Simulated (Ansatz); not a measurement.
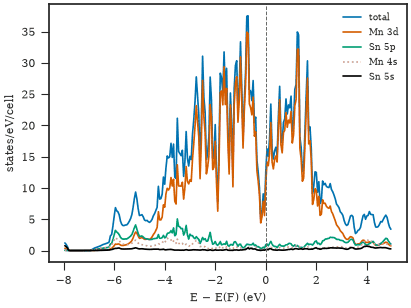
Total and projected density of states of Mn$_{3}$Sn in space group P-3m1 (No. 164; Mn on 6i, Sn on 2d), the program Ansatz at the PBEsol level (PAW)

Which orbitals carry the states next to the Fermi level?

Within 0.5 eV of the Fermi level: Mn 3d 89 %. Projections are on Löwdin-orthogonalised atomic valence shells; empty p or d shells of many metals are not among them.

Where is the tallest occupied peak in this window, and what makes it?

Near -0.7 eV, about 38 states/eV per cell; the largest projected share is Mn 3d.

The workflow started from an entry of the Crystallography Open Database (COD); the relaxed space group is not among those it files for this formula. COD files the formula under space group No. 194. Its standing as an ambient phase is unchecked. The cell was relaxed with PBEsol under the symmetry of its start, as lowered by the spin order; its stability against distortions is not shown here. The final state is antiferromagnetic, chosen from 5 collinear starts compared on coarse meshes (ties went to the first, and starts can fall back to one state), not a proven ground state. The volume moved by -15 % from the start of the relaxation. Its formation energy is positive at this level, so the cell may be metastable or incomplete. The volume fell by over 15 % from the filed cell, which may lack light atoms or belong to other conditions. Spin–orbit coupling is left out wherever it is not named.

Potentials: the later of the program's two PAW sets.
